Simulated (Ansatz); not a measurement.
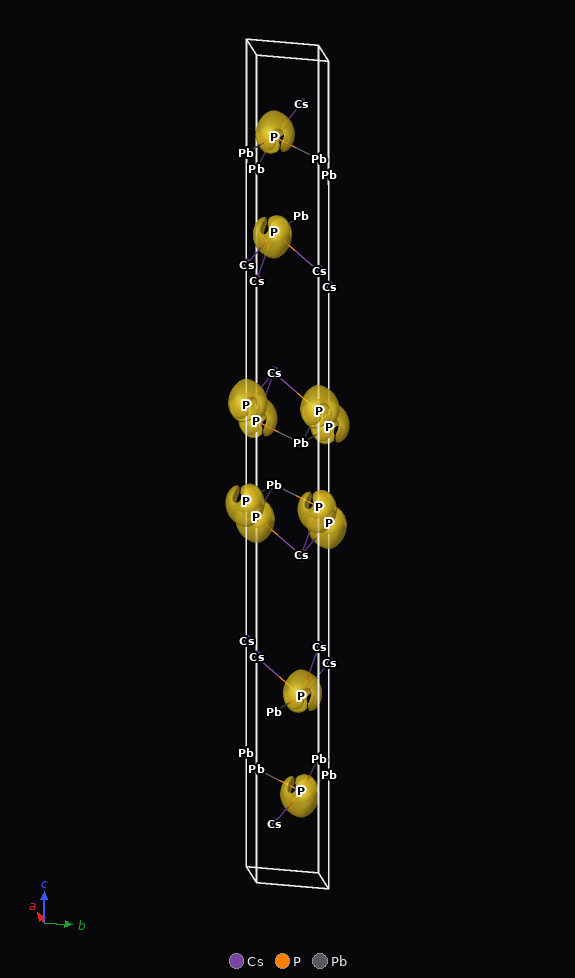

Figure. CsPPb. Isosurface of the ELF at 0.8 (yellow), seen at an oblique angle. Only the valence region is drawn (cores and ρ < 0.01 e/Å³ removed). Sticks mark near contacts.

Space group R-3m; a structure from a database of computed crystals, not necessarily the ambient phase; started from the YOF-166 prototype, which need not be the ambient phase.

These are results of Ansatz, DFT, r2SCAN+rVV10, plane waves, PAW, not measurements.

```
Cs P Pb
1.0
     4.25700    0.00000    0.00000
    -2.12850    3.68667    0.00000
     0.00000    0.00000   46.11105
Cs P Pb
6 6 6
Direct
  0.66667 0.33333 0.06060
  0.33333 0.66667 0.39394
  0.00000 0.00000 0.72727
  0.00000 0.00000 0.27273
  0.66667 0.33333 0.60606
  0.33333 0.66667 0.93940
  0.33333 0.66667 0.22431
  0.00000 0.00000 0.55765
  0.66667 0.33333 0.89098
  0.33333 0.66667 0.10902
  0.00000 0.00000 0.44235
  0.66667 0.33333 0.77569
  0.00000 0.00000 0.13740
  0.66667 0.33333 0.47073
  0.33333 0.66667 0.80406
  0.66667 0.33333 0.19594
  0.33333 0.66667 0.52927
  0.00000 0.00000 0.86260
```

**What do the ELF domains correspond to?**

The ELF exceeds this value in six regions wrapped around P (the valence shell of each), counted in one cell of 18 atoms. Regions shared between cells count once.

Values along the shortest contacts:
P–Pb (2.78 Å): the ELF peaks at about 0.85 in the valence shell of P, 0.9 Å from its nucleus, and drops to about 0.30 between the two atoms. Cs–P (3.32 Å): the ELF peaks at about 0.85 in the valence shell of P, 0.9 Å from its nucleus, and drops to about 0.10 between the two atoms (no localised pair shows between them).
